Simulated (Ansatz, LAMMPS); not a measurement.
# Localised basis functions on liquid W at 5000 K (67 atoms)

Wanted: errors and times of a linear-scaling basis for liquid W at 5000 K (67 atoms). A setting counts as converged where the r.m.s. difference of forces stays under 1 % of the r.m.s. force.

Method: Kohn-Sham DFT, PBE, PAW (set soft_2), plane waves, in Ansatz 0.2.0.

### 1. The starting structure

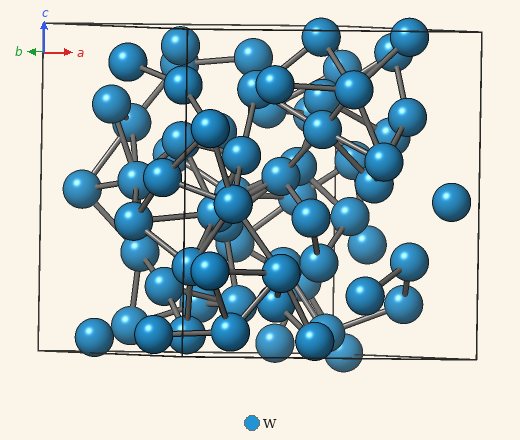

Start, viewed slightly off an axis; tungsten blue. Bonds to atoms that aren't drawn are left out.

The cell holds 67 atoms: 67 W. Its edges and angles: a = 10.721 Å, b = 10.721 Å, c = 10.721 Å, α = 90.0°, β = 90.0°, γ = 90.0°. 67 atoms (67 W) placed at random at 16.9 g/cm³, melted at 5000 K for 10 ps at fixed volume with the EAM W potential (Zhou et al., Acta Mater. 49, 4005 (2001)). Snapshot at the end of a hold of 10 ps at 5000 K and zero pressure.

Before any run, some limits are plain. The starting topology of bonds comes from the classical model, and needn't be the one that DFT or experiment would give. The levels lack spin–orbit coupling, which is large for the heavy elements here.

### 2. The classical run that made the cell

A classical potential supplies the starting structure, since it reaches far longer times than DFT.

This step: classical MD, EAM W potential (Zhou et al., Acta Mater. 49, 4005 (2001)) (LAMMPS 22 Jul 2025 - Update 4).

The input, in.lmp:

```
# melt-quench of W67
units metal
atom_style atomic
boundary p p p
region box block 0 10.6639 0 10.6639 0 10.6639
create_box 1 box
mass 1 183.8400   # W
create_atoms 1 random 67 626455 NULL overlap 1.89 maxtry 2000
pair_style eam/alloy
pair_coeff * * W_zhou.eam.alloy W
neigh_modify delay 0 every 1 check yes
thermo_style custom step time temp pe press density
thermo_modify norm yes
timestep 0.002
thermo 100
min_style cg
minimize 1e-4 1e-4 200 2000
reset_timestep 0
velocity all create 5000 626456 mom yes dist gaussian
fix lim all nve/limit 0.05
fix lan all langevin 5000 5000 0.2 626457 zero yes
thermo 500
run 1000 post no
unfix lim
unfix lan
thermo 833
fix md all nvt temp 5000 5000 0.2
run 5000 post no
unfix md
compute msd all msd com yes
thermo 1250
fix md all npt temp 5000 5000 0.2 iso 0 0 2
run 5000 post no
print "== T5000: mean square displacement over the hold $(c_msd[4]:%.2f) A^2"
unfix md
uncompute msd
write_dump all custom T5000.dump id type xs ys zs modify sort id
```

Started as:

```bash
$ lmp -in in.lmp -log none -nocite
```

Numbers of over 12 decimals in the logs are rounded to 6 here.

The program printed:

```text
LAMMPS (22 Jul 2025 - Update 4)
Created orthogonal box = (0 0 0) to (10.6639 10.6639 10.6639)
Created 67 atoms
   Step          Time           Temp          PotEng         Press         Density
         0   0              0             -2.9675752      977279.23      16.866139
        43   0.086          0             -8.0025128     -33972.116      16.866139
Loop time of 0.0183381 s on 1 MPI rank(s) for 43 steps with 67 atoms
Minimization stats:
  Stopping criterion = energy tolerance
  Energy initial, next-to-last, final =
     -2.96757520291438  -8.00199720628511  -8.00251283900216
  Force two-norm initial, final = 206.28254 0.92990903
  Iterations, force evaluations = 43 50
   Step          Time           Temp          PotEng         Press         Density
         0   0              5000          -8.0025128      3598.6015      16.866139
       500   1              5132.2915     -7.6028054      47778.951      16.866139
[... 4 lines left out ...]
      1666   3.332          5222.0945     -7.5239102      31739.559      16.866139
      2499   4.998          4688.1819     -7.65355       -16228.842      16.866139
      3332   6.664          4707.4241     -7.5414917      57780.604      16.866139
      4165   8.33           4892.5235     -7.5247862      20823.782      16.866139
      4998   9.996          4518.6114     -7.4103633      46732.585      16.866139
      5831   11.662         5108.5077     -7.6393584      17645.197      16.866139
[... 1 line left out ...]
Loop time of 1.54083 s on 1 MPI rank(s) for 5000 steps with 67 atoms
   Step          Time           Temp          PotEng         Press         Density
[... 2 lines left out ...]
      7500   15             5290.2217     -7.4374277      32002.931      16.552131
      8750   17.5           4071.9842     -7.4955829     -43210.291      16.233036
     10000   20             5225.2767     -7.4897        -23027.387      16.432564
     11000   22             4717.5433     -7.6082224      5910.1506      16.598523
Loop time of 1.62237 s on 1 MPI rank(s) for 5000 steps with 67 atoms
== T5000: mean square displacement over the hold 18.03 A^2
```

Run time: 3.7 s. Hardware: 1 thread of Intel Xeon Platinum 8259CL at 2.50GHz (Skylake/Cascade Lake), shared host; peak memory 0.069 GiB.

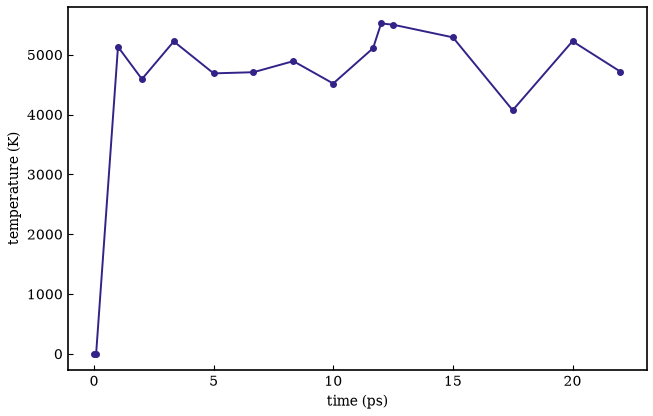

Temperature, plotted against time.

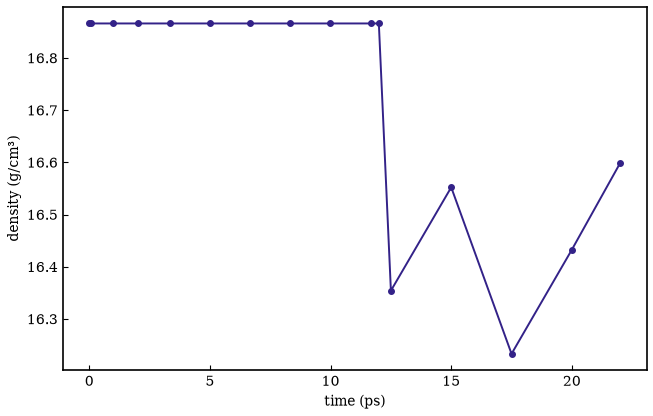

Density, plotted against time.

### 3. Plane-wave single point

The first run fixes the reference, at a cutoff of 420 eV.

The input, input.yaml:

```yaml
crystal:
  lattice:
    - [10.72091, 0.0, 0.0]
    - [0.0, 10.72091, 0.0]
    - [0.0, 0.0, 10.72091]
  atoms:
    - { symbol: W, position: [0.87736, 0.71324, 0.87212] }
    - { symbol: W, position: [0.922, 0.71381, 0.59416] }
    - { symbol: W, position: [0.0926, 0.70755, 0.75879] }
    - { symbol: W, position: [0.55939, 0.8036, 0.48394] }
    - { symbol: W, position: [0.68075, 0.69794, 0.26844] }
    - { symbol: W, position: [0.02601, 0.6649, 0.0471] }
    - { symbol: W, position: [0.08499, 0.88597, 0.49587] }
    - { symbol: W, position: [0.77198, 0.26399, 0.52985] }
    - { symbol: W, position: [0.766, 0.57092, 0.06836] }
    - { symbol: W, position: [0.43532, 0.61259, 0.40109] }
    - { symbol: W, position: [0.58141, 0.25919, 0.976] }
    - { symbol: W, position: [0.23635, 0.8593, 0.70081] }
    - { symbol: W, position: [0.5741, 0.22545, 0.69459] }
    - { symbol: W, position: [0.72247, 0.83348, 0.03249] }
    - { symbol: W, position: [0.4328, 0.23692, 0.16339] }
    - { symbol: W, position: [0.91875, 0.45217, 0.67113] }
    - { symbol: W, position: [0.65439, 0.98372, 0.33511] }
    - { symbol: W, position: [0.93743, 0.06252, 0.47876] }
    - { symbol: W, position: [0.24089, 0.7972, 0.30655] }
    - { symbol: W, position: [0.2851, 0.62909, 0.94008] }
    - { symbol: W, position: [0.86506, 0.33308, 0.93079] }
    - { symbol: W, position: [0.67307, 0.59579, 0.57568] }
    - { symbol: W, position: [0.87927, 0.9191, 0.7307] }
    - { symbol: W, position: [0.41918, 0.63659, 0.67859] }
    - { symbol: W, position: [0.30803, 0.40855, 0.43371] }
    - { symbol: W, position: [0.83793, 0.17586, 0.73525] }
    - { symbol: W, position: [0.69113, 0.14854, 0.18873] }
    - { symbol: W, position: [0.53539, 0.42908, 0.54735] }
    - { symbol: W, position: [0.66655, 0.79837, 0.74814] }
    - { symbol: W, position: [0.59663, 0.05722, 0.81932] }
    - { symbol: W, position: [0.89738, 0.26636, 0.29215] }
    - { symbol: W, position: [0.09586, 0.01266, 0.26211] }
    - { symbol: W, position: [0.32291, 0.26992, 0.61226] }
    - { symbol: W, position: [0.22005, 0.42233, 0.06142] }
    - { symbol: W, position: [0.55095, 0.66533, 0.90568] }
    - { symbol: W, position: [0.65558, 0.4009, 0.28468] }
    - { symbol: W, position: [0.68621, 0.45397, 0.78645] }
    - { symbol: W, position: [0.96869, 0.70705, 0.33738] }
    - { symbol: W, position: [0.22863, 0.49746, 0.65215] }
    - { symbol: W, position: [0.78828, 0.0692, 0.98112] }
    - { symbol: W, position: [0.35782, 0.1176, 0.83136] }
    - { symbol: W, position: [0.12656, 0.08906, 0.69583] }
    - { symbol: W, position: [0.46932, 0.57759, 0.15262] }
    - { symbol: W, position: [0.00692, 0.21389, 0.06403] }
    - { symbol: W, position: [0.12292, 0.27553, 0.82531] }
    - { symbol: W, position: [0.22911, 0.13086, 0.46539] }
    - { symbol: W, position: [0.44256, 0.99554, 0.60327] }
    - { symbol: W, position: [0.42971, 0.39049, 0.81287] }
    - { symbol: W, position: [0.809, 0.50274, 0.42604] }
    - { symbol: W, position: [0.97416, 0.45866, 0.15996] }
    - { symbol: W, position: [0.80221, 0.85685, 0.47946] }
    - { symbol: W, position: [0.53645, 0.21679, 0.42418] }
    - { symbol: W, position: [0.16451, 0.28345, 0.27144] }
    - { symbol: W, position: [0.35418, 0.046, 0.25695] }
    - { symbol: W, position: [0.21797, 0.1129, 0.0753] }
    - { symbol: W, position: [0.03624, 0.48417, 0.89067] }
    - { symbol: W, position: [0.17421, 0.68961, 0.52671] }
    - { symbol: W, position: [0.45727, 0.82222, 0.15184] }
    - { symbol: W, position: [0.69318, 0.03802, 0.59976] }
    - { symbol: W, position: [0.06524, 0.48527, 0.40531] }
    - { symbol: W, position: [0.9894, 0.9009, 0.00442] }
    - { symbol: W, position: [0.85197, 0.91843, 0.21914] }
    - { symbol: W, position: [0.21617, 0.5737, 0.20608] }
    - { symbol: W, position: [0.47333, 0.04855, 0.05061] }
    - { symbol: W, position: [0.23768, 0.84697, 0.08153] }
    - { symbol: W, position: [0.40448, 0.87683, 0.88154] }
    - { symbol: W, position: [0.0622, 0.28347, 0.54217] }
kpoints:
  mp_grid: { grid: [2, 2, 2] }
hamiltonian:
  xc: pbe
scf:
  occupations: { method: cold, width: 0.15 }
output:
  forces: true
  stress: true
  populations: true
  dos:
    method: { smearing: { sigma: 0.08 } }
    de: 0.1
    projected: { site_lists: { W: [W] } }
  eigenvalues: true
  write_density: true
  write_potential: true
  volumetric_format: npy
  elf: true
```

Started as:

```bash
$ ansatz run input.yaml --threads 8 --pin off --max-ram 15872MiB --backend cpu --events-out ev --progress --plain --runs-dir out
```

The program printed:

```text
Engine: ansatz 0.2.0, x86_64-unknown-linux-gnu
Pseudopotentials: kind: paw
Pseudopotential: W, paw, valence charge 14, recommended cutoff 420 eV (normal), W.paw.azcp
[... 5 lines on functional and potentials left out ...]
Crystal: 67 atoms, lattice volume = 1232.239 Å³
Basis set: ecut = 420 eV, 23871 PW (Γ), exchange–correlation on 144×144×144 points (8 copies of the dense FFT grid, shifted against one another)
Bands: 563, of which v1, the nominal top of the filled ones, is band 469 counted from 1 (468 counted from 0)
Symmetry: 1 space group operations
Space group: P1 (ITA 1), of the structure as read, at distance tolerance 1.1e-4 Å
k-points: 8
[... 3 lines on functional and potentials left out ...]
Initial density: superposition of atomic densities (neutral atoms: chi_scale 0, normalization atom), corrected by the library's trained network
Initial wavefunctions: pseudopotential atomic-orbital guess
Functional: x = pbe(κ = 0.804, μ = 0.219515), c = pbe(β = 0.066725)
SCF iter   1: F=—  HF=-695714.912916 eV  |F-HF|=—  |Δ(HF+E_count)|=         —  Δρ=8.56e-3  dr2=2.16e0  ethr=1.77e-3  ⟨swp⟩=4.0  Hψ=16552  notcnv=0
preconditioner: auto → Kerker (q_TF=auto, 2.607 Å⁻¹)  [metal: Δε(μ)=0.005 eV  Ē_g=4.288 eV  σ=0.150 eV  W_gap=0.02  n_scr=364 (ndim 8)  ℏωp=21.2 eV  f_vac=0.000  D(μ)=62.30/eV (n_scr^D=586)]
SCF iter   2: F=—  HF=-695714.777924 eV  |F-HF|=—  |Δ(HF+E_count)|=   1.35e-1  S|Δr|=    0.00e0  Δρ=4.73e-3  dr2=6.34e-1  ethr=2.30e-4  ⟨swp⟩=1.0  Hψ=5184  notcnv=0
SCF iter   3: F=—  HF=-695714.727305 eV  |F-HF|=—  |Δ(HF+E_count)|=   5.06e-2  S|Δr|=    0.00e0  Δρ=6.29e-4  dr2=6.90e-3  ethr=6.76e-5  ⟨swp⟩=2.0  Hψ=4670  notcnv=0
SCF iter   4: F=—  HF=-695714.726606 eV  |F-HF|=—  |Δ(HF+E_count)|=   6.99e-4  S|Δr|=    0.00e0  Δρ=1.41e-4  dr2=4.52e-4  ethr=7.35e-7  ⟨swp⟩=2.0  Hψ=5652  notcnv=0
SCF iter   5: F=—  HF=-695714.726549 eV  |F-HF|=—  |Δ(HF+E_count)|=   5.74e-5  S|Δr|=    0.00e0  Δρ=4.30e-5  dr2=3.92e-5  ethr=4.82e-8  ⟨swp⟩=2.0  Hψ=5051  notcnv=0
SCF iter   6: F=—  HF=-695714.728799 eV  |F-HF|=—  |Δ(HF+E_count)|=   2.25e-3  S|Δr|=    0.00e0  Δρ=1.15e-5  dr2=2.74e-6  ethr=4.18e-9  ⟨swp⟩=2.0  Hψ=6027  notcnv=0
SCF iter   7: F=—  HF=-695714.728799 eV  |F-HF|=—  |Δ(HF+E_count)|=   1.44e-7  S|Δr|=    0.00e0  Δρ=2.96e-6  dr2=1.81e-7  ethr=2.92e-10  ⟨swp⟩=2.0  Hψ=5662  notcnv=0
SCF iter   8: F=-695714.728799 eV  HF=-695714.728799 eV  |F-HF|=5.24e-9  |Δ(HF+E_count)|=   1.11e-8  S|Δr|=    0.00e0  Δρ=7.63e-7  dr2=1.27e-8  ethr=1.07e-11  ⟨swp⟩=15.2  Hψ=30451  notcnv=0
SCF 1 converged in 8 iterations: F = -695714.728799 eV  dr2 = 1.27e-8
  greatest PAW one-centre occupation: 1.000 electrons in one spin orbital (limit 2), on the W atom at site 4 (counted from 0), in its partial waves of l = 0
SCF converged after 8 iterations
Stability not checked: this state was not tested for a lower state beside it, because cold or Methfessel-Paxton smearing, or corrected tetrahedra, fill the levels in a way that the test cannot read (fill_not_monotonic; see scf.lower_state_search)
Free energy (F): -695714.728799 eV
Harris-Foulkes:  -695714.728799 eV  (|F-HF|=5.24e-9)
Internal energy: -695714.728948 eV  (E = F + TS)
E sigma→0 (E₀):  -695714.728849 eV
Entropy (-TS):   0.000149 eV (0.002 meV/atom)
Fermi energy:    18.780937 eV
Step filling:    the computed levels leave a gap of 0.0033 eV = 0.0 smearing widths at the electron count; against every level under it full and every level over it empty, smearing changes F+E_penalty+E_count by -13.696 meV and its σ→0 estimate by -13.746 meV
--- Per-component energies (eV) ---
  E_band       = -8667.552469
  E_kinetic    = 30013.857242
  E_local      = -54216.872763  (includes V_loc(G=0)·N_el)
  E_nonlocal   = 118.508712
  E_hartree    = 19840.922422
  E_xc         = -17795.796895
  E_vxc        = -15882.618705  (∫ρ·V_xc dr)
  E_paw        = -573698.058871  (= ΣΔE_a)
  E_vpaw       = -8382.264404  (= ΣTr[D̂ρ^β])
  E_aug_tail   = -0.003983  (compensation charges beyond the density's cutoff)
  E_ewald      = -99977.284812
  E_smearing   = 0.000149  (= −TS)
  E_closure    = 0.000000  (closes the sum)
  Σ components = -695714.728799   (vs F -695714.728799, Δ=0.00e0)
--- Forces (eV/Å), atoms counted from 1 ---
  atom   1  W     -3.17162509    -1.06424413     0.38966121
  atom   2  W      0.01657794    -3.84629669     0.97816356
  atom   3  W     -1.24861583    -2.26611598     2.68023534
  atom   4  W     -1.26571905     1.00637567    -0.42239676
  atom   5  W     -0.09940419    -0.21257354     0.19907614
  atom   6  W      1.37622261     1.29619772     1.37952463
  atom   7  W     -1.47601269     2.43233729     0.42241574
  atom   8  W     -0.25182883     1.73563994    -2.41889420
  atom   9  W     -0.84957798    -0.49506468     0.06070970
  atom  10  W      0.42452387     0.69450438    -0.06011390
  atom  11  W      1.68960648     2.00494302    -1.67724686
  atom  12  W      3.93388214     3.44012494    -0.51541787
  atom  13  W     -2.10266881     5.00635374    -1.78663384
  atom  14  W     -0.98439616    -0.35415546    -0.02719256
[...]
atom  66  W      1.49170895    -1.69642060    -0.80320101
  atom  67  W     -1.04932061     0.57968870     0.96762244
  max |Σ_I F_I| component: 1.59e-5 eV/Å
--- Stress (GPa, compression-positive) ---
       -7.575640      -0.084376       1.187385
       -0.084376      -0.487915      -1.183782
        1.187385      -1.183782      -4.768482
  P = ⅓ Tr σ = -4.2773 GPa (-42.773 kbar)
--- Band table (eV; the first three rows and the last of 8) ---
  k-point 0: bands = ["-55.3067", "-55.2250", "-55.2162", "-55.2052", [... 547 levels ...], "21.3799", "21.3855", "21.4339", "21.4725", "21.5050", "21.5366", "21.5450", "21.5753", "21.5991", "21.6218", "21.6462", "21.6826"]
[...]
--- Löwdin populations: 67 sites ---
  site symbol       q [e]
     0      W     13.9095
     1      W     13.8784
     2      W     13.9213
[...]
66      W     13.8523
  spilling = 0.008386 (of n_electrons = 938.000000)
```

Run time: 2.2 min. Hardware: 8 threads of Intel Xeon Platinum 8259CL at 2.50GHz (Skylake/Cascade Lake), shared host; peak memory 12 GiB; 16 min of CPU time.

The program notes that it cut back its work space to fit the memory limit.

Numbers from this run:

```yaml
free_energy: -695714.7288 eV
free_energy_per_atom: -10383.8019 eV/atom
scf_cycles: 8
pressure: -4.277 GPa
r_m_s_force_component: 1.723 eV/Å
longest_force: 7.342 eV/Å
fermi_energy: 18.78 eV
levels_partly_filled_by_over_2_per_cent: 77
spilling_of_the_projection: 0.008386
```

The r.m.s. force component of 1.7 eV/Å sets the scale for the differences below.

### 4. Support functions low

With localised support functions most steps grow linearly with size, though the diagonalisation grows faster unless the density matrix is cut; this run measures error and cost at this size. The level low gives here a grid of 48×48×48 points and a radius of 3.97 Å.

This step: Kohn-Sham DFT, PBE, PAW (set soft_2), localised support functions (low) (Ansatz 0.2.0).

input.yaml, the sections that differ from step 3:

```yaml
scf:
  occupations: { method: cold, width: 0.15 }
  eigensolver: { kind: { support_functions: { accuracy: low } } }
  max_iter: 150
output:
  forces: true
  eigenvalues: true
# crystal, kpoints, hamiltonian: as in step 3
```

The program printed:

```text
Warning: scf.eigensolver.kind.support_functions: disabling space-group detection — the functions' gradient is summed over unrotated k-points, so no spatial operation reduces the k-mesh or symmetrises the density; time reversal is kept, so that k and −k are solved as one point where they differ and the mesh holds both, and exact exchange and, on two spinor components, a DFT+U term hold to it where the run has them: [...]
settings of this run that can trade accuracy for cost: scf.eigensolver.kind.support_functions; scf.eigensolver.kind.support_functions.accuracy: low [...]
[...]
Crystal: 67 atoms, lattice volume = 1232.239 Å³
Basis set: ecut = 420 eV, 23871 PW (Γ), exchange–correlation on 144×144×144 points (8 copies of the dense FFT grid, shifted against one another)
Bands: 563, of which v1, the nominal top of the filled ones, is band 469 counted from 1 (468 counted from 0)
Symmetry: 1 space group operations
k-points: 8
[...]
Eigensolver: Support functions (low, 48×48×48 points, laid for a spacing of at most 0.237286 Å, radius 3.970033 Å, 0 species' potentials softened for the grid, 0 wholly corrected for its errors in the mean over positions, 1 with the egg-box correction, energy correction by stochastic trace)
[...]
SCF iter   1: F=—  HF=-695687.576968 eV  |F-HF|=—  |Δ(HF+E_count)|=         —  Δρ=5.59e-2  dr2=9.76e1  ethr=1.00e-1
[...]
SCF iter   9: F=—  HF=-695714.663830 eV  |F-HF|=—  |Δ(HF+E_count)|=   8.89e-3  S|Δr|=    0.00e0  Δρ=1.47e-5  dr2=5.41e-6  ethr=3.06e-9  κ⁻¹=2.6e-8(r=7)
SCF iter  10: F=-695714.670770 eV  HF=-695714.670770 eV  |F-HF|=3.30e-7  |Δ(HF+E_count)|=   6.94e-3  S|Δr|=    0.00e0  Δρ=5.53e-6  dr2=6.43e-7  ethr=5.77e-10
SCF 1 converged in 10 iterations: F = -695714.766763 eV  dr2 = 6.43e-7
[...]
SCF converged after 10 iterations
[...]
Free energy (F): -695714.766763 eV
[...]
Internal energy: -695714.767467 eV  (E = F + TS)
E sigma→0 (E₀):  -695714.766998 eV
Entropy (-TS):   0.000704 eV (0.011 meV/atom)
Fermi energy:    18.781979 eV
[...]
Σ components = -695714.766763   (vs F -695714.766763, Δ=0.00e0)
--- Forces (eV/Å), atoms counted from 1 ---
  atom   1  W     -3.17000580    -1.06327636     0.39168674
  atom   2  W      0.01784629    -3.84421195     0.97899272
  atom   3  W     -1.25138444    -2.26814100     2.67858442
  atom   4  W     -1.26284778     1.00676161    -0.42174313
[...]
atom  67  W     -1.04708641     0.57641813     0.96596522
  max |Σ_I F_I| component: 4.60e-3 eV/Å
--- Band table (eV; the first three rows and the last of 8) ---
[...]
```

It took 1.9 min on 8 threads; peak memory 3.4 GiB.

The program notes that the band table was not solved further than the SCF left it and it switched symmetry off.

Keys that differ from the reference: support_functions.accuracy = "low" and scf.max_iter = 150.

Forces differ from the reference by 1.5 meV/Å r.m.s., 0.089 % of their size, well within a tolerance of 1 %; the energy by -0.57 meV/atom.

(Part 1 of 2 ends here.)

[Logs are printed without paths, hosts, clocks, repeated set-up lines and the standing remarks that a program may print on its own settings, such as how far it seeks lower states.]

[Hosts, paths, dates, database ids (printed as entryN), source tags and the programs' standing remarks are cut or masked in the printed files.]
